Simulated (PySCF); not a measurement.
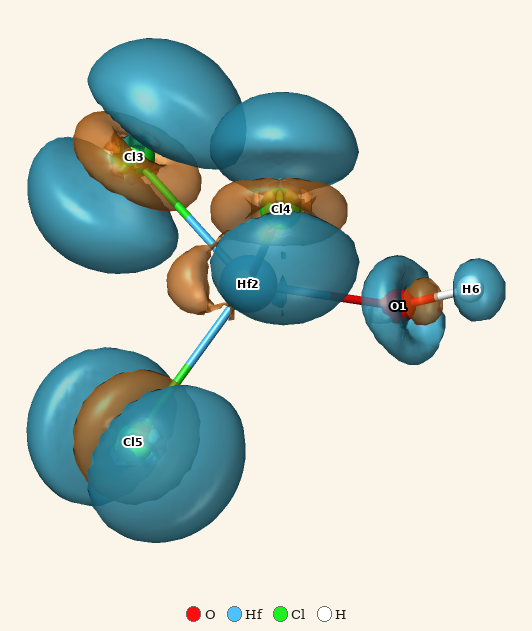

*Cl₃HHfO, SMILES `O[Hf](Cl)(Cl)Cl`. Fukui function f⁻ = ρ(N) − ρ(N−1) at fixed geometry, surfaces at ±0.02 e/Å³ (light blue positive, orange negative).*

PySCF calculation, B3LYP/def2-SVP, gas phase; geometry: GFN2-xTB. Core potentials replace the inner electrons of Hf; spin–orbit coupling isn't included. This is a single-reference result, which may miss multireference character in this system. No frequency check shows the geometry to be a minimum. GFN2-xTB bond lengths at metals and heavier atoms can be off by up to 0.1 Å and shapes distorted, which carries into these values.

Coordinates in Å:

```
O1      -0.6820   -0.0122    1.9160
Hf2     -0.0200   -0.0013    0.2060
Cl3      1.1918    1.7709   -0.4456
Cl4     -1.9177   -0.0125   -1.0039
Cl5      1.2258   -1.7460   -0.4530
H6      -1.6063   -0.0181    2.1842
```

**On which atoms does the density change most on removal of an electron?**

f⁻ (Hirshfeld-condensed) is largest on Cl3 and Cl5 (0.29 each) and Cl4 (0.24); the vertical ionisation energy is 11.18 eV. Condensed values hint at sites of electrophilic attack but needn't mark the atom that reacts. Orbital relaxation makes it negative in places (0.15 e in all).

```tsv
atom	f⁻	charge
O1	+0.04	−0.33
Hf2	+0.12	+0.61
Cl3	+0.29	−0.16
Cl4	+0.24	−0.15
Cl5	+0.29	−0.16
H6	+0.03	+0.19
```
